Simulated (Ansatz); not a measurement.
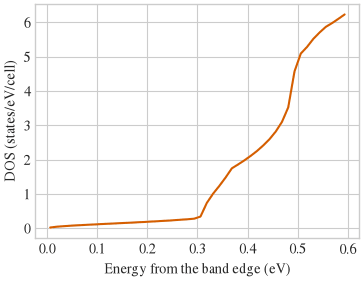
Figure. Density of states of LuAlO3 (Pnma) above the conduction band minimum, PBEsol, rigid bands (Ansatz, a quantum-chemistry and plane-wave program); cell volume 198.0 Å³.

Question: What effective density of states at 300 K does this give (∫ g(E) exp(−E/k_BT) dE, both spins, divided by the cell's size)?

Answer: 6.3e18 cm⁻³, a density-of-states mass of 0.40 mₑ, valleys and band degeneracy included.

Spin-orbit coupling is left out. Geometry: cell and atoms relaxed with PBEsol.

Computed structure with no diffraction record at hand here (it may be known, metastable or hypothetical): LuAlO3 (Pnma).
